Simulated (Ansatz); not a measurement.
# GaP₂H+ (doublet): trial inputs and their diagnosis

3 inputs are run for GaP₂H+ (doublet) as typed; the log has to tell whether the result can be used and what must change.

Computed with Ansatz 0.2.0, Gaussian basis. Level: the settings change from run to run.

22 further runs of the same task are left out: 6 for a known fault of the program, 4 that didn't finish, 12 set aside as unsound or not needed.

### Step 1. The geometry

The geometry is a PBE0/def2-TZVP stationary point (not a proven minimum) of the parent state, kept for this charge and spin. No spin-orbit coupling is included. The filled d shell of Ga may be among the frozen orbitals whatever the setting's name suggests; the logs give the count.

4 atoms, charge 1, spin multiplicity 2.

Atoms are counted from 1 here; the program's logs count them from 0.

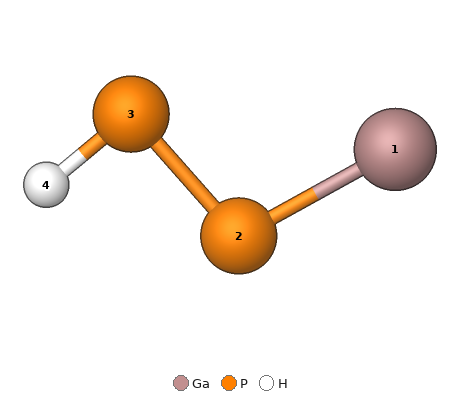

The geometry (gallium pink, phosphorus orange, hydrogen white); atoms are numbered from 1 in the order of the file.

As a file:

```xyz
4
charge 1, multiplicity 2
Ga    0.0000   -0.1775    1.2980
P     0.0000    0.9709   -0.7050
P     0.0000   -0.5826   -2.1129
H     0.0000    0.3474   -3.1936
```

### Step 2. Input 1

Contents of in.yaml:

```yaml
crystal:
  periodic: [false, false, false]
  atoms:
    - {symbol: Ga, position_ang: [0.000000, -0.177541, 1.298000]}
    - {symbol: P, position_ang: [0.000000, 0.970946, -0.705002]}
    - {symbol: P, position_ang: [0.000000, -0.582598, -2.112914]}
    - {symbol: H, position_ang: [0.000000, 0.347362, -3.193620]}
basis:
  gaussian: {orbitals: cc-pVDZ}
total_charge: 1
magnetization: {spin_polarized: false, initial_magnetization: 1}
hamiltonian: {xc: pbe}
correlation: {method: sc_nevpt2, electrons: outside_noble_gas, active_space: {window: {electrons: 3, orbitals: 3}}}
accuracy: high
```

On the command line:

```console
$ ansatz run in.yaml --threads 1 --pin off --events-out ev --progress --plain --max-ram 2393MiB
```

Standard output:

```text
Error: invalid value for `correlation.active_space`: it starts from restricted Hartree–Fock orbitals; set hamiltonian.xc: hf without magnetization.spin_polarized
```

Wall time 0.03 s (1 thread of Arm Neoverse V2, shared host).

**Diagnosis.** The run was refused. An active space is asked on a functional's orbitals. Fix: start from Hartree-Fock.

### Step 3. Input 2

Contents of in.yaml:

```yaml
crystal:
  periodic: [false, false, false]
  atoms:
    - {symbol: Ga, position_ang: [0.000000, -0.177541, 1.298000]}
    - {symbol: P, position_ang: [0.000000, 0.970946, -0.705002]}
    - {symbol: P, position_ang: [0.000000, -0.582598, -2.112914]}
    - {symbol: H, position_ang: [0.000000, 0.347362, -3.193620]}
basis:
  gaussian: {orbitals: STO-3G}
total_charge: 1
magnetization: {spin_polarized: false, initial_magnetization: 5}
correlation: {method: ccsdt_q_b, electrons: valence}
```

Launched as before.

Standard output (excerpt; [...] marks lines left out):

```text
Functional definition: HF
  name "HF"
  cite "Fock, Z. Phys. 61, 126 (1930) doi:10.1007/BF01340294"
  parent pbe
[...]
556 factors; integrals over basis functions are off by at most 4.0e-8 eV
[...]
mean field -70073.46362601 eV, -2575.1522907564 hartree, gradient 1.6e-6 eV, S^2 8.750000; 45 other end points of the search recorded, 0 dependent functions left out
[...]
determinant -70073.46362601 eV, -2575.1522907564 hartree, with singles and doubles -70076.08849567 eV, -2575.2487529373 hartree
determinant -70073.32289406 eV, -2575.1471189526 hartree, with singles and doubles -70076.01978072 eV, -2575.2462277093 hartree
determinant -70073.22361877 eV, -2575.1434706529 hartree, with singles and doubles -70076.08721096 eV, -2575.2487057248 hartree
determinant -70073.21434520 eV, -2575.1431298555 hartree, with singles and doubles -70076.06291802 eV, -2575.2478129757 hartree
[...]
determinant -70072.21916395 eV, -2575.1065576191 hartree, with singles and doubles -70076.24012165 eV, -2575.2543250889 hartree
determinant -70072.10290909 eV, -2575.1022853318 hartree, with singles and doubles -70076.38805096 eV, -2575.2597613911 hartree
determinant -70072.01538272 eV, -2575.0990687972 hartree, with singles and doubles -70076.29138029 eV, -2575.2562088092 hartree
[...]
19 core orbitals not correlated: weight in the atoms' cores, before any rotation towards them, 0.999 or more for the frozen orbitals, at most 0.001 for the correlated occupied ones
reference -70072.25869258 eV, -2575.1080102693 hartree; 14, 9 occupied and 4, 9 virtual orbitals, 556 factors
second order -3.37115774 eV of doubles, -0.08054359 eV of singles
cycle   1  -3.62132405 eV  change   -2.6e-1 eV  update   1.2e-1
[...]
cycle  55  -4.38852270 eV  change   -2.1e-8 eV  update   2.5e-6
perturbative correction -0.04650908 eV, -0.0017091772 hartree
WARN: these amplitudes may be one of several solutions (largest doubles amplitude 0.23, level shift 0.41 eV)
Total energy: -70076.69372435 eV, -2575.2709946810 hartree
```

It took 65 s on 1 thread of Arm Neoverse V2, shared host; peak memory 0.42 GiB.

Diagnosis: The run converged, which proves nothing about the input. Far too many unpaired electrons are asked for. Its energy belongs to the state of multiplicity 6, not to the doublet that was meant. Fix: set initial_magnetization to that of the wanted state.

### Step 4. Input 3

Contents of in.yaml:

```yaml
crystal:
  periodic: [false, false, false]
  atoms:
    - {symbol: Ga, position_ang: [0.000000, -0.177541, 1.298000]}
    - {symbol: P, position_ang: [0.000000, 0.970946, -0.705002]}
    - {symbol: P, position_ang: [0.000000, -0.582598, -2.112914]}
    - {symbol: H, position_ang: [0.000000, 0.347362, -3.193620]}
basis:
  gaussian: {orbitals: cc-pVDZ}
total_charge: 1
magnetization: {spin_polarized: false, initial_magnetization: 1}
correlation: {method: sc_nevpt2, electrons: outside_noble_gas, active_space: {window: {electrons: 19, orbitals: 14}}}
scf: {lower_state_search: light}
```

The command is unchanged.

Standard output:

```text
Functional definition: HF
  name "HF"
  cite "Fock, Z. Phys. 61, 126 (1930) doi:10.1007/BF01340294"
  parent pbe
  exchange = exact_x
  correlation = 0
753 factors; integrals over basis functions are off by at most 1.2e-3 eV
mean field evaluation 1: about -70884.1788 eV, gradient 1.4e1 eV
mean field evaluation 2: about -70884.2098 eV, gradient 1.4e1 eV
mean field evaluation 4: about -70885.5916 eV, gradient 1.8e0 eV
mean field evaluation 8: about -70885.6222 eV, gradient 4.0e-1 eV
mean field evaluation 16: about -70885.6265 eV, gradient 1.8e-6 eV
mean field evaluation 32: about -70883.3245 eV, gradient 1.1e1 eV
mean field evaluation 64: about -70885.2278 eV, gradient 8.4e0 eV
mean field -70885.62646088 eV, -2604.9987244342 hartree, gradient 1.8e-6 eV, S^2 0.750000; 6 other end points of the search recorded, 0 dependent functions left out
reference -70885.62646088 eV, -2604.9987244342 hartree; 31, 30 occupied and 37, 38 virtual orbitals, 753 factors
```

Wall time 99 s (1 thread of Arm Neoverse V2, shared host).

Diagnosis: The run was cut at its time limit. The job is too large for the time given. Cure: a smaller basis or space, or a lower level; a longer limit helps only where the log shows it near its end.

### Step 5. Summary

```csv
input,level,ended,cause,time
1,"NEVPT2(3,3)/cc-pVDZ",refused,an active space is asked on a functional's orbitals,0.03 s
2,CCSDT(Q)/B on ROHF/STO-3G,converged,far too many unpaired electrons are asked for,65 s
3,"NEVPT2(19,14)/cc-pVDZ",cut at its time limit,the job is too large for the time given,99 s
```

1 refused, 1 converged, 1 cut at its time limit. The input that converges on a wrong geometry or spin is the dangerous one: no error points at it, so geometry and ⟨S²⟩ have to be checked.
